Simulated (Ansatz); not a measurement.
# Memory against size: Σ11 (332)[1-10] symmetric tilt boundary in Li (160 atoms) repeated, support functions

The cell holds 160 atoms: 160 Li. Cell: a = 9.928 Å, b = 11.641 Å, c = 33.127 Å, α = 90.0°, β = 90.0°, γ = 90.0°. It derives from Li (bcc). Bcc Li (a = 3.51 Å); two grains mirrored in (332), tilt axis [1-10], misorientation 129.52 deg; 2 x 2 boundary periods, 1 lattice periods a grain, two boundaries a cell, upper grain shifted by [0.214, 0.403] of the boundary cell and opened by 0.1 Å, one atom of each pair nearer than 2.493 Å removed; not relaxed, displaced by a Gaussian of 0.02 Å. Regions: lower grain, 88 atoms (88 Li); upper grain, 72 atoms (72 Li).

Calculated with Ansatz 0.2.0: Kohn-Sham DFT, revPBE, PAW (set soft_2), localised support functions (medium); the typed cell is repeated and solved at Γ on 1 × NVIDIA H100 80GB HBM3 with 6 threads of AMD EPYC 7R13 (Zen 3), shared host.

```
atoms  memory planned on the GPU (GiB)  repeats  SCF cycles
  160                              4.9    1×1×1          14
  320                              7.8    2×1×1          15
  640                                ?        ?           ?
 1440                             26.5    3×3×1          16
 2560                             48.9    4×4×1          17
```

**Question.** Fit a power law of the atom count to the rows given and interpolate to the withheld row.

**Working.**

A power law y = A x^b is a line in u = ln x and v = ln y.

```
u = ln x  v = ln y
 5.07517   1.58924
 5.76832   2.05412
 7.27240   3.27714
 7.84776   3.88978
```

With n = 4: mean u = 6.49091, mean v = 2.70257, Σ(u − ū)² = 4.9782, Σ(u − ū)(v − v̄) = 4.1046. Slope b = 4.1046 / 4.9782 = 0.82452; intercept a = v̄ − b ū = -2.6493.

At the withheld row u = 6.461, v = a + b u = 2.678, and y = exp(v).

Prediction at 640: 14.56 GiB. The run gave 13.5 GiB, so the fit is high by 1.1 GiB (7.9 % of the value).

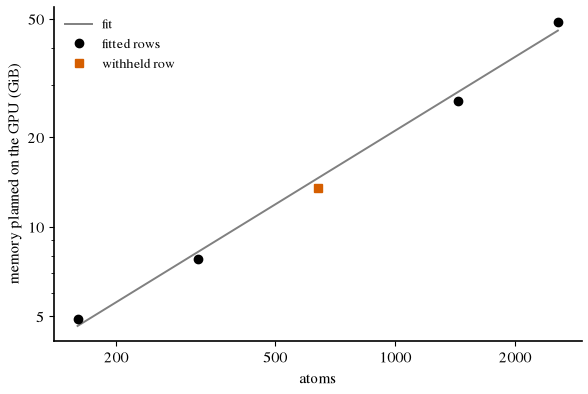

The fit, the rows that it rests on and the withheld row.

The fitted exponent is 0.82. Between neighbouring rows, the withheld one included, the exponents are 0.67, 0.79, 0.83 and 1.1, so one power law doesn't hold over the range. Among the rows given, the largest relative miss of the fit is at 1440, by 1.9 GiB (7.2 %).

Limits: One run a row. Whether the card's size bounds the plan at the largest cells wasn't tested.

[Logs are printed without paths, hosts, clocks, repeated set-up lines and the standing remarks that a program may print on its own settings, such as how far it seeks lower states.]

[Hosts, paths, dates, database ids (printed as entryN), source tags and the programs' standing remarks are cut or masked in the printed files.]
